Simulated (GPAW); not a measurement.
# Near-edge structure at the Mo L₃ edge of Si2Mo (I4/mmm), part 4 of 4

How does the Mo L₃ edge of Si2Mo (I4/mmm) move when the bonds are compressed or stretched?

GPAW 26.7.0; X-ray absorption from dipole matrix elements to empty bands, plane-wave PAW LDA.

So far. Step 8 (Spectrum with XCH, Mo atom 1): The scaled spectrum changes by 3 % r.m.s. The highest intensity below 24 eV stays at 1.4 eV. Step 10 (Spectrum with XCH, Mo atom 1): Against the first run the r.m.s. difference is 3 %. The highest intensity below 24 eV stays at 1.4 eV.

The database entry behind the starting cell is an old determination (1927), so it need not match the best structure at ambient conditions.

### Step 12. Spectrum with XCH, Mo atom 1

Shorter bonds are expected to push antibonding states and scattering resonances up, and longer ones down; the cell is scaled to test that.

Changed against the first core-hole run: volume scale from 1 to 1.06.

The input, xas.py:

```python
import numpy as np
from ase import Atoms
from ase.parallel import parprint, paropen
from gpaw import GPAW, PW, FermiDirac, Mixer, MixerDif, setup_paths
from gpaw.test import gen
setup_paths.insert(0, '.')
gen('Mo', name='fch2p', xcname='LDA', corehole=(2, 1, 1), write_xml=True)
from gpaw.mpi import world
world.barrier()

atoms = Atoms('Mo5Si10',
    cell=[[1.63138052, 4.89414155, -4.0075882],
     [4.89414155, -1.63138052, -4.0075882],
     [-1.63138052, -4.89414155, -4.0075882]],
    scaled_positions=[[0, 0, 0],
     [0.2, 0.4, 0.4],
     [0.6, 0.2, 0.2],
     [0.4, 0.8, 0.8],
     [0.8, 0.6, 0.6],
     [0.333, 0, 0.333],
     [0.533, 0.4, 0.733],
     [0.933, 0.2, 0.533],
     [0.733, 0.8, 0.133],
     [0.133, 0.6, 0.933],
     [0.667, 0, 0.667],
     [0.867, 0.4, 0.067],
     [0.267, 0.2, 0.867],
     [0.067, 0.8, 0.467],
     [0.467, 0.6, 0.267]],
    pbc=True)
atoms.calc = calc = GPAW(legacy_gpaw=True, mode=PW(430, force_complex_dtype=True), xc='LDA', setups={0: 'fch2p'},
    kpts={'size': (5, 5, 5), 'gamma': True}, occupations=FermiDirac(0.1),
    charge=-1, mixer=Mixer(0.1, 5, 50), maxiter=150,
    convergence={'density': 0.0001, 'eigenstates': 1e-6}, txt='scf.txt')
energy = atoms.get_potential_energy() + calc.get_reference_energy()
ef = calc.get_fermi_level()
out = dict(energy=energy, fermi=ef, forces=atoms.get_forces().tolist())
parprint(f'all-electron energy {energy:.4f} eV, Fermi level {ef:.4f} eV')
ev = np.array([[calc.get_eigenvalues(k, s) for k in range(len(calc.get_ibz_k_points()))] for s in range(calc.get_number_of_spins())])
out['homo'], out['lumo'], out['counts'] = ev[ev < ef].max(), ev[ev > ef].min(), sorted(set((ev < ef).sum((0, 2)).tolist()))
out['filled'] = (ev[:, 0] < ef).sum(1).tolist()

from ase.units import Ha
from gpaw.xas import dipole_matrix_elements
nb = int(calc.get_number_of_electrons() / 2) + 155
top, nb = nb, nb + 8 + nb // 12
nscf = calc.fixed_density(kpts={'size': (7, 7, 7), 'gamma': True}, nbands=nb,
    convergence={'bands': top, 'eigenstates': 5e-3}, maxiter=60, txt='nscf.txt')
cell = atoms.cell.array
ops = [cell.T @ U.T @ np.linalg.inv(cell.T) for U in nscf.wfs.kd.symmetry.op_scc]
E = np.arange(-6, 34, 0.1)
fwhm = np.interp(E, [4, 25], [1.78, 3.5])
Y, X, zero, highest = 0, 0, 1e9, 1e9
for spin in range(nscf.get_number_of_spins()):
    wfs = nscf.wfs
    mine = wfs.bd.get_slice()  # this rank's bands
    A = dipole_matrix_elements(wfs.setups[0])
    eps = np.zeros((wfs.kd.nibzkpts, nb))
    d = np.zeros((3, A.shape[1], wfs.kd.nibzkpts, nb), complex)
    for kpt in wfs.kpt_u:
        if kpt.s == spin and 0 in kpt.P_ani:
            eps[kpt.k, mine] = kpt.eps_n * Ha
            d[:, :, kpt.k, mine] = (kpt.weight * wfs.nspins / 2) ** 0.5 * np.inner(A, kpt.P_ani[0])
    world.sum(eps)
    world.sum(d)
    T = np.einsum('amkn,bmkn->abkn', d, d.conj()).real
    T = sum(np.einsum('ai,ijkn,bj->abkn', R, T, R) for R in ops) / len(ops)
    empty = eps > ef
    zero, highest = min(zero, eps[empty].min()), min(highest, eps[:, top - 1].min())
    lines = [(eps, T, empty)] if spin == 0 else lines + [(eps, T, empty)]
for eps, T, empty in lines:
    f = np.einsum('aakn->akn', T).reshape(3, -1)
    x = eps.ravel() - zero
    w = np.interp(x, E, fwhm) / 2.35482
    g = np.exp(-0.5 * ((E[:, None] - x) / w) ** 2) / (w * (2 * np.pi) ** 0.5)
    Y = Y + (f * empty.ravel()) @ g.T
    X = X + (f * ~empty.ravel()) @ g.T
out.update(E=E.round(2).tolist(), xas=Y.tolist(), xes=X.tolist(), zero=zero, valid=highest - zero, nk=len(eps), nb=nb)
for i in range(0, len(E), 10):
    parprint(f'{E[i]:7.2f}', *(f'{v:10.3e}' for v in Y[:, i]))
import json
with paropen('out.json', 'w') as f:
    json.dump(out, f)
```

Command:

```console
$ OMP_NUM_THREADS=1 mpirun -n 4 gpaw python xas.py
```

Numbers of over 12 decimals in the logs are rounded to 6 here.

Log:

```text
Input parameters:
  charge: -1
  convergence: {density: 0.0001,
                eigenstates: 1e-06}
  kpts: {gamma: True,
         size: (5, 5, 5)}
  maxiter: 150
  mixer: {backend: pulay,
          beta: 0.1,
          method: separate,
          nmaxold: 5,
          weight: 50}
  mode: {ecut: 430.0,
         force_complex_dtype: True,
         name: pw}
  occupations: {fixmagmom: False,
[...]
*d    :     0.464782
--------------------------------

Diagonalizing with gridspacing h=0.050

state   all-electron     PAW
-------------------------------
4s:      -2.902441    -2.903099
4p:      -1.920775    -1.922004
4d:      -0.535218    -0.537058
*f:                   -0.026104
-------------------------------
all-electron energy -626270.4984 eV, Fermi level 11.1447 eV
[...]
32.00  7.576e-06  7.576e-06  9.229e-06
  33.00  7.691e-06  7.691e-06  8.704e-06
[key lines of the parts left out:]
Converged after 17 iterations.
Dipole moment: (-0.000000, -0.000000, -0.000000) |e|*Ang
Free energy:   -138.289951
Fermi level: 11.14474
```

It took 3 min on 4 MPI ranks of Intel Xeon at 2.60GHz (Ice Lake), shared host; peak memory 0.7 GiB; 12 min of CPU time.

```csv
E (eV),first run,this run
-2.0,0.01,0.01
-1.0,0.22,0.24
0.0,1.35,1.50
1.0,2.81,3.05
2.0,2.68,2.71
3.0,2.08,2.10
4.0,1.64,1.61
5.0,1.24,1.19
6.0,1.00,0.94
7.0,0.82,0.77
8.0,0.72,0.68
9.0,0.66,0.60
10.0,0.60,0.54
11.0,0.56,0.53
12.0,0.57,0.57
13.0,0.59,0.57
14.0,0.52,0.49
15.0,0.44,0.45
16.0,0.44,0.47
17.0,0.48,0.51
18.0,0.52,0.53
19.0,0.54,0.54
20.0,0.53,0.50
21.0,0.47,0.44
22.0,0.41,0.40
23.0,0.38,0.38
24.0,0.36,0.36
25.0,0.35,0.35
26.0,0.34,0.37
27.0,0.36,0.40
28.0,0.39,0.45
29.0,0.44,0.51
30.0,0.49,0.56
31.0,0.53,0.58
```

Against the first run the r.m.s. difference is 6 %. The highest intensity below 24 eV goes from 1.4 eV (2.96) to 1.2 eV (3.13).

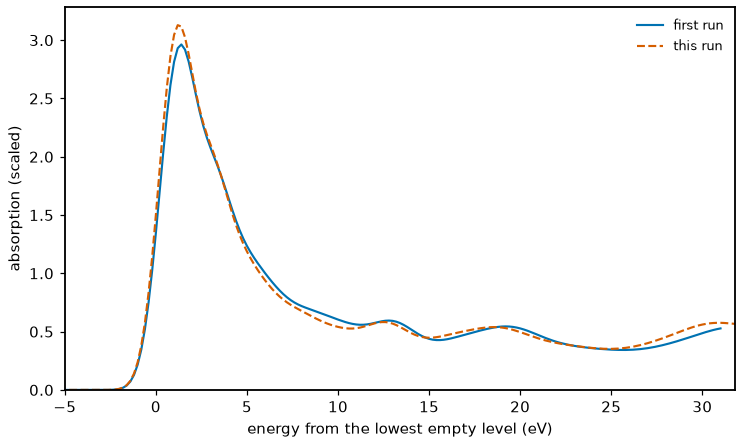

The effect of the change (volume scale from 1 to 1.06).

The photon energy of the zero moves by +0.08 eV.

### Step 13. The volumes side by side

```csv
volume,nearest distance (Å),shift of the zero (eV),maximum 1 (eV above own zero),maximum 2 (eV above own zero)
0.94,2.563,-0.11,1.6,20.0
0.97,2.590,-0.05,1.4,19.6
1,2.616,+0.00,1.4,19.2
1.03,2.642,+0.04,1.4,18.8
1.06,2.667,+0.08,1.2,18.6
```

The curves, each shifted by its zero's change so that they share one photon-energy axis, counted from the zero at V × 1:

```csv
E (eV),V × 0.94,V × 0.97,V × 1,V × 1.03,V × 1.06
-2.0,0.01,0.01,0.01,0.01,0.01
-1.0,0.25,0.24,0.22,0.20,0.20
0.0,1.34,1.35,1.35,1.33,1.36
1.0,2.63,2.72,2.81,2.88,2.97
2.0,2.56,2.63,2.68,2.73,2.78
3.0,2.02,2.05,2.08,2.11,2.14
4.0,1.60,1.63,1.64,1.65,1.66
5.0,1.24,1.24,1.24,1.23,1.21
6.0,1.05,1.03,1.00,0.98,0.96
7.0,0.87,0.85,0.82,0.80,0.78
8.0,0.75,0.73,0.72,0.70,0.68
9.0,0.71,0.69,0.66,0.63,0.60
10.0,0.67,0.64,0.60,0.57,0.54
11.0,0.62,0.59,0.56,0.54,0.53
12.0,0.60,0.58,0.57,0.57,0.57
13.0,0.61,0.60,0.59,0.58,0.57
14.0,0.56,0.54,0.52,0.51,0.50
15.0,0.45,0.44,0.44,0.44,0.45
16.0,0.41,0.42,0.44,0.45,0.47
17.0,0.44,0.46,0.48,0.49,0.50
18.0,0.49,0.50,0.52,0.53,0.53
19.0,0.53,0.54,0.54,0.54,0.54
20.0,0.55,0.54,0.53,0.51,0.50
21.0,0.51,0.49,0.47,0.46,0.45
22.0,0.44,0.42,0.41,0.41,0.41
23.0,0.38,0.38,0.38,0.38,0.38
24.0,0.35,0.35,0.36,0.36,0.36
25.0,0.34,0.34,0.35,0.35,0.35
26.0,0.34,0.34,0.34,0.35,0.36
27.0,0.34,0.35,0.36,0.38,0.40
28.0,0.35,0.37,0.39,0.42,0.45
29.0,0.38,0.41,0.44,0.47,0.51
30.0,0.42,0.45,0.49,0.52,0.56
31.0,0.46,0.49,0.53,0.55,0.58
```

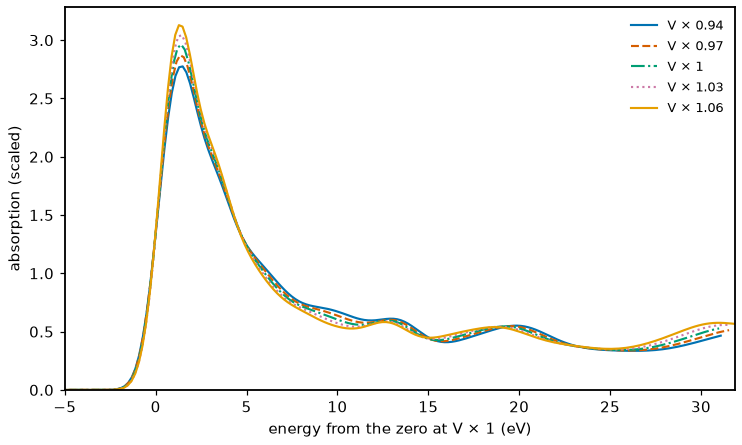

The edge at each volume, on one photon-energy scale.

### Step 14. Summary of results

```json
{
 "absorber and edge": "Mo L₃, atom 1 of the ground-state input (counted from 1)",
 "surroundings": "10 Si at 2.62 Å and 4 Mo at 3.20 Å (14-fold, site symmetry 4/mmm)",
 "highest intensity below 24 eV": "1.4 eV above the zero, height 2.96"
}
```

From V × 0.94 to V × 1.06 the nearest distance grows by 0.105 Å and the zero moves by +0.19 eV. Above their own zero, the maxima move from 1.6 to 1.2 eV and from 20.0 to 18.6 eV. The one highest in energy moves most, in the direction that the rule ΔE·R² ≈ constant for scattering resonances gives. The Mo L₃ edge of atom 1, with 10 Si at 2.62 Å and 4 Mo at 3.20 Å (14-fold, site symmetry 4/mmm), has its highest intensity of the first 24 eV at 1.4 eV above the zero, 3.0 times the mean level of the first 20 eV (Gaussian full width 1.78 eV up to 4 eV, rising linearly to 3.5 eV at 25 eV). At the Mo L₃ edge of atom 1 polarisation matters most near 0.4 eV, where the curves differ by 0.4 on this scale. Only the L₃ part is meant: spin–orbit coupling of the core level isn't computed and the L₂ copy isn't added. The script folds with a Gaussian, whereas the core hole's own line is a Lorentzian, so the onset is too steep and the first peak too high. The holes are only 6.4 Å apart, so the shape is probably not converged with cell size; no larger cell was run here. The structure is a published determination, not relaxed.

[Banner, clock and machine lines of the logs are left out without a mark of their own.]

[Logs are printed without paths, hosts, clocks, repeated set-up lines and the standing remarks that a program may print on its own settings, such as how far it seeks lower states.]

[Hosts, paths, dates, database ids (printed as entryN), source tags and the programs' standing remarks are cut or masked in the printed files.]

[Lists of maxima count a maximum above −3 eV only where it reaches 4 % of the highest in the window and stands out from its surroundings by 2 % of it (1.5 % where it reaches 55 %); shoulders and weaker maxima are passed over, and of the rest the first, up to two pre-edge ones and the few strongest are named.]
